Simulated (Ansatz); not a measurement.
Relaxed Zr (hcp, Mg type):

```
Zr
1.0
    3.18422     0.00000     0.00000
   -1.59211     2.75761     0.00000
    0.00000     0.00000     5.11671
Zr
2
Direct
  0.33333   0.66667   0.75000
  0.66667   0.33333   0.25000
```

In each cell atom 1 (Zr, nearest neighbour Zr at 3.150 Å; its periodic images, 3.2 Å or more away, move with it) moves by s·(0.707, 0.707, 0.000) (along Cartesian [110]), the rest being held.

The numbers are results of PBEsol (plane waves to 420 eV, PAW, scalar-relativistic; Ansatz, a program for electronic structure), not measurements. k mesh 14×14×8 (Γ-centred), Fermi-Dirac smearing 0.05 eV. The energy includes the smearing's −TS. With partly filled bands, energies and forces of such displacements shift with the k mesh and the smearing. Zr is run without spin polarisation. Zr was relaxed with its symmetry unable to fall. The zero of ΔE is the undisplaced structure.

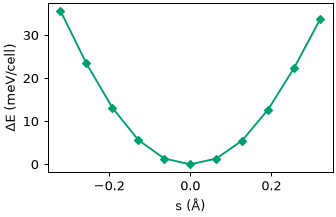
Figure: ΔE (meV/cell) against s (Å); one marker a computed point.

The zone-centre optical wavenumber from k is 62 cm⁻¹ and the energy at s = 0.320 Å comes out as 33.6 meV/cell. The force constant k = d²E/ds² at s = 0 (finite differences) comes out as 0.65 eV/Å². Harmonic estimate at the end of the scan: ½ks² = 33.3 meV/cell against the computed 33.6 meV/cell, so the well is close to harmonic there. Shape of the curve: a single well with its minimum at or next to zero displacement.

Reduced mass μ = 45.61 u; ν̃ = 521.5·√(k/μ) with k = 0.65 eV/Å².

(A displaced cell: forces are minus the slopes of the energy, force constants its curvatures, and phonons follow from these.)
